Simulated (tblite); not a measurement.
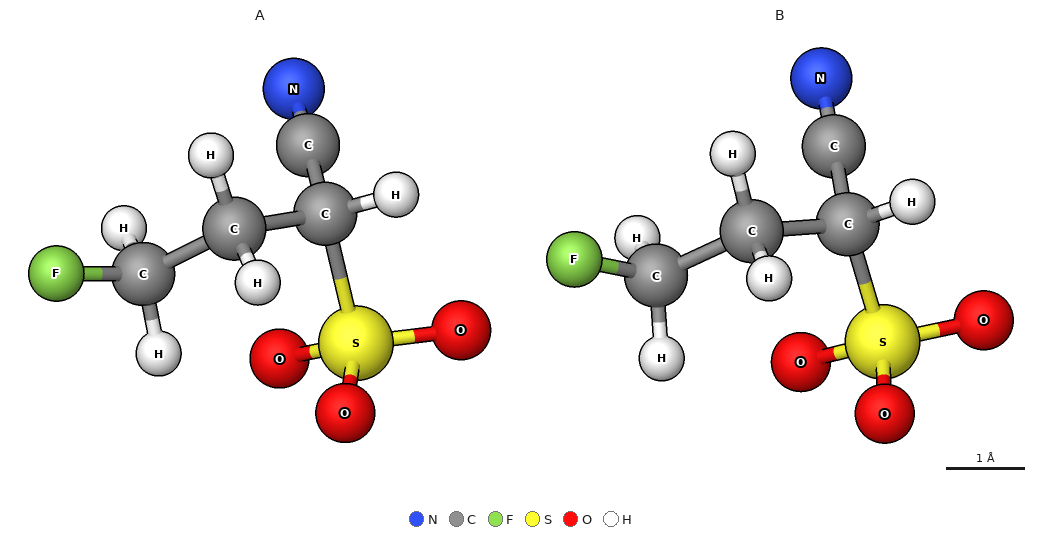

Two geometries of C$_{4}$H$_{5}$FNO$_{3}$S (charge −1), drawn at one scale. One is the start of a relaxation, the other its converged end. The picture is a ball-and-stick view, seen at a tilt.

Computed with GFN2-xTB geometry optimisation, gas phase in tblite 0.8.0. 

Which one is relaxed?

Answer. Structure A is the relaxed one. The energy falls by 7.07 kcal/mol in 64 geometry steps. The atom that moves furthest after the best rigid fit is an H atom (0.28 Å). Largest moves by element: H 0.28 Å, O 0.25 Å, N 0.20 Å, F 0.19 Å, C 0.14 Å, S 0.09 Å. Near-neighbour distances that change, for instance: C–S 1.770 → 1.891 Å, C–C 1.482 → 1.410 Å, C–F 1.367 → 1.388 Å, C–H 1.109 → 1.092 Å. Bond angles that change, for instance: N–C–C 172.6° → 179.6°, C–C–S 114.3° → 107.7°, C–C–C 116.5° → 110.3°.
